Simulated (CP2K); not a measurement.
**CH5ClSeSi (SMILES ClC[SiH2][SeH]) at GFN1-xTB**

What is the energy change on altering one bond length of CH5ClSeSi at GFN1-xTB? 

The calculation is run with CP2K 2026.2.

3 further runs of the same task are left out: 1 that didn't finish, 2 set aside as unsound or not needed.

### Step 1. The system as given

The species is CH5ClSeSi (9 atoms), meant as a singlet with charge 0. As SMILES, `ClC[SiH2][SeH]`. Geometry: a GFN2-xTB relaxation, a rough one for these elements and not checked as a minimum. This is one conformer, not always the lowest.

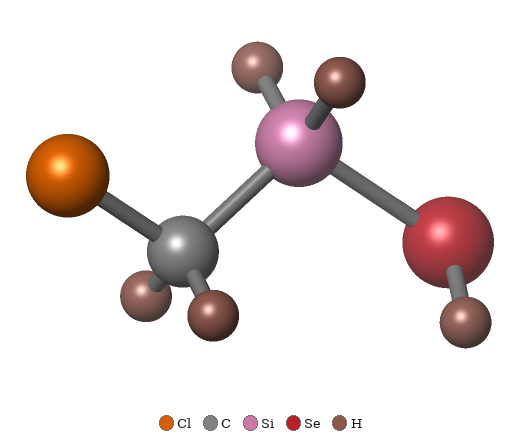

Viewed from a chosen angle; chlorine orange, carbon grey, silicon pink, selenium red, hydrogen brown.

### Step 2. Energy and gradient at GFN1-xTB

job.inp reads:

```
&GLOBAL
  PROJECT job
  RUN_TYPE ENERGY_FORCE
  PRINT_LEVEL MEDIUM
&END
&FORCE_EVAL
  METHOD Quickstep
  &DFT
    ! Quickstep
    &QS
      METHOD XTB
      EPS_DEFAULT 1.0E-10
      &XTB
        GFN_TYPE 1
        CHECK_ATOMIC_CHARGES F
      &END
    &END
    ! isolated system
    &POISSON
      PERIODIC NONE
      POISSON_SOLVER ANALYTIC
    &END
    &SCF
      SCF_GUESS ATOMIC
      EPS_SCF 1.0E-06
      MAX_SCF 150
      &DIAGONALIZATION
        ALGORITHM STANDARD
      &END
      &MIXING
        METHOD BROYDEN_MIXING
        ALPHA 0.3
        NBUFFER 8
      &END
    &END
    &PRINT
      &MOMENTS
        PERIODIC F
        REFERENCE COM
        MAX_MOMENT 1
      &END
      &MO ON
        ENERGIES T
        OCCUPATION_NUMBERS T
        NDIGITS 6
        &EACH
          QS_SCF 0
        &END
        ADD_LAST NUMERIC
      &END
      &HIRSHFELD OFF
      &END
    &END
  &END
  ! structure
  &SUBSYS
    &CELL
      ABC 11.4 12.9 10.8
      PERIODIC NONE
    &END
    &COORD
      Cl     5.172080     8.922730     5.050955
      C      4.812280     7.173480     4.999175
      Si     6.392560     6.211850     5.475535
      Se     5.896340     3.977270     5.469635
      H      3.983600     7.003110     5.684075
      H      4.475070     6.950390     3.988645
      H      7.416400     6.364210     4.452375
      H      6.822650     6.613450     6.811355
      H      4.766180     4.048990     6.351045
    &END
  &END
  &PRINT
    &FORCES ON
    &END
  &END
&END
```

The run is started by

```bash
$ OMP_NUM_THREADS=1 cp2k.psmp -i job.inp > job.out 2>&1
```

The program printed:

```text
CP2K| version string:                                       CP2K version 2026.2
[...]
 GLOBAL| Method name                                                        CP2K
[...]
 GLOBAL| Run type                                                   ENERGY_FORCE
[...]
                             - Atoms:                                          9
[...]
                             - Spherical basis functions:                     41
[...]
 Number of electrons:                                                         26
[...]
     1 NoMix/Diag. 0.30E+00    0.0     0.13805342       -14.2898140003 -1.43E+01
[...]
    29 Broy./Diag. 0.30E+00    0.0     0.00000022       -14.2948800476  2.76E-08
  *** SCF run converged in    29 steps ***
[...]
 TB_DIPOLE| Moment [Debye]         -0.59021872      -2.04156913       0.28090695
 TB_DIPOLE| Derivative [a.u.]       0.00000000       0.00000000       0.00000000
[...]
 ENERGY| Total FORCE_EVAL ( QS ) energy [hartree]            -14.294880043054102
 FORCES| Atomic forces [hartree/bohr]
 FORCES|   Atom     x               y               z               |f|
 FORCES|      1  4.22370351E-03  8.67787134E-03  1.09603732E-03   9.71320854E-03
 FORCES|      2  7.45005763E-03 -5.42002295E-03  1.96438093E-03   9.42012739E-03
 FORCES|      3 -7.76680052E-03 -2.78719710E-02  2.86207575E-03   2.90750999E-02
 FORCES|      4  9.97703930E-03  1.63306540E-02 -4.06914168E-03   1.95650067E-02
 FORCES|      5 -5.75956612E-03 -6.23941727E-04 -4.44218509E-04   5.81026980E-03
 FORCES|      6 -5.42652708E-03 -6.71093685E-04 -2.80804004E-03   6.14675945E-03
 FORCES|      7 -1.11228364E-03  2.96398098E-03  4.08295212E-03   5.16651295E-03
 FORCES|      8  1.04504806E-03  4.25849476E-03 -5.29059574E-03   6.87148502E-03
 FORCES|      9 -2.63067114E-03  2.35602826E-03  2.60654986E-03   4.38923706E-03
 FORCES| Sum     4.20670443E-17 -1.91686944E-16 -7.67615138E-17
 FORCES| Total atomic force                                       2.10726958E-16
[...]
```

Run time: 0.95 s. Hardware: 1 thread of Intel Xeon Platinum 8375C at 2.90GHz (Ice Lake), shared host; peak memory 0.2 GiB.

### Step 3. The distorted shape

gas.inp reads:

```
&GLOBAL
 PROJECT gas
 RUN_TYPE ENERGY_FORCE
 PRINT_LEVEL MEDIUM
&END GLOBAL

&FORCE_EVAL
 METHOD Quickstep
 &DFT
  # Quickstep
  &QS
   METHOD XTB
   EPS_DEFAULT 1.0E-10
   &XTB
    GFN_TYPE 1
    CHECK_ATOMIC_CHARGES F
   &END XTB
  &END QS
  # no periodic images
  &POISSON
   PERIODIC NONE
   POISSON_SOLVER ANALYTIC
  &END POISSON
  # self-consistent field
  &SCF
   SCF_GUESS ATOMIC
   EPS_SCF 1.0E-06
   MAX_SCF 150
   &DIAGONALIZATION
    ALGORITHM STANDARD
   &END DIAGONALIZATION
   &MIXING
    METHOD BROYDEN_MIXING
    ALPHA 0.3
    NBUFFER 8
   &END MIXING
  &END SCF
  &PRINT
   &MOMENTS
    PERIODIC F
    REFERENCE COM
    MAX_MOMENT 1
   &END MOMENTS
   &MO ON
    ENERGIES T
    OCCUPATION_NUMBERS T
    NDIGITS 6
    &EACH
     QS_SCF 0
    &END EACH
    ADD_LAST NUMERIC
   &END MO
   &HIRSHFELD OFF
   &END HIRSHFELD
  &END PRINT
 &END DFT
 # structure
 &SUBSYS
  # vacuum box
  &CELL
   ABC 11.4 12.9 11.4
   PERIODIC NONE
  &END CELL
  &COORD
   Cl     5.172080     8.922730     5.654130
   C      4.812280     7.173480     5.602350
   Si     6.392560     6.211850     6.078710
   Se     5.896340     3.977270     6.072810
   H      3.983600     7.003110     6.287250
   H      4.272734     6.816529     3.985471
   H      7.416400     6.364210     5.055550
   H      6.822650     6.613450     7.414530
   H      4.766180     4.048990     6.954220
  &END COORD
 &END SUBSYS
 &PRINT
  &FORCES ON
  &END FORCES
 &END PRINT
&END FORCE_EVAL
```

The run is started by

```bash
$ OMP_NUM_THREADS=1 cp2k.psmp -i gas.inp > gas.out 2>&1
```

The program printed:

```text
CP2K| version string:                                       CP2K version 2026.2
[...]
 GLOBAL| Method name                                                        CP2K
[...]
 GLOBAL| Run type                                                   ENERGY_FORCE
[...]
                             - Atoms:                                          9
[...]
                             - Spherical basis functions:                     41
[...]
 Number of electrons:                                                         26
[...]
     1 NoMix/Diag. 0.30E+00    0.0     0.27208857       -14.2047214473 -1.42E+01
[...]
    51 Broy./Diag. 0.30E+00    0.0     0.00000051       -14.2115643247  1.15E-07
  *** SCF run converged in    51 steps ***
[...]
 TB_DIPOLE| Moment [Debye]         -0.49657705      -1.66175713       0.55332846
 TB_DIPOLE| Derivative [a.u.]       0.00000000       0.00000000       0.00000000
[...]
 ENERGY| Total FORCE_EVAL ( QS ) energy [hartree]            -14.211564354350454
 FORCES| Atomic forces [hartree/bohr]
 FORCES|   Atom     x               y               z               |f|
 FORCES|      1 -3.19471491E-04 -3.92715119E-03 -1.79523313E-03   4.32983146E-03
 FORCES|      2 -4.64062732E-03 -6.37001365E-03 -5.31475917E-02   5.37287540E-02
 FORCES|      3 -1.36042407E-02 -2.78907437E-02 -6.46965269E-03   3.16989803E-02
 FORCES|      4  1.00324310E-02  1.66531107E-02 -3.77090302E-03   1.98039258E-02
 FORCES|      5 -9.19692483E-03 -1.46651757E-03 -1.01210628E-02   1.37539090E-02
 FORCES|      6  2.19269357E-02  1.30876279E-02  7.40079289E-02   7.82895271E-02
 FORCES|      7 -1.29213081E-03  3.06673146E-03  4.21352917E-03   5.36919658E-03
 FORCES|      8 -2.35821302E-04  4.53647075E-03 -5.57540647E-03   7.19168518E-03
 FORCES|      9 -2.67015024E-03  2.31048523E-03  2.65839176E-03   4.41985192E-03
 FORCES| Sum     1.60028241E-16 -3.20490162E-16 -1.28369537E-16
 FORCES| Total atomic force                                       3.80528212E-16
[...]
```

Run time: 1 s. Hardware: 1 thread of Intel Xeon Platinum 8375C at 2.90GHz (Ice Lake), shared host; peak memory 0.19 GiB.

### Step 4. Outcome

At GFN1-xTB:

| quantity | value |
| --- | --- |
| first shape: total energy | -14.29488 Eh |
| first shape: dipole moment (from atomic charges alone) | 2.14 D |
| first shape: HOMO energy | -10.97 eV |
| first shape: dispersion energy | -9.79 kJ/mol |
| first shape: largest force on an atom | 1.495 eV/Å |
| distorted shape: total energy | -14.21156 Eh |
| distorted shape: dipole moment (from atomic charges alone) | 1.82 D |
| distorted shape: HOMO energy | -10.92 eV |
| distorted shape: dispersion energy | -10.79 kJ/mol |
| distorted shape: largest force on an atom | 4.026 eV/Å |
| energy change with the C2–H6 bond stretched from 1.088 to 1.741 Å | 2.267 eV |

One bond (distorted shape) is far stretched, which a spin-restricted single reference describes badly. With the C2–H6 bond stretched from 1.088 to 1.741 Å the energy rises by 2.27 eV (52 kcal/mol). The first shape isn't relaxed at this level, so the change isn't measured from a minimum. A restricted reference can't describe the breaking bond well at this length. The largest force (first shape) is 1.50 eV/Å: the shape isn't a stationary point for this species at this level. The dipole (first shape) comes from point charges on the atoms alone, without atomic dipoles, so it is partial. The dipole (distorted shape) comes from point charges on the atoms alone, without atomic dipoles, so it is partial.
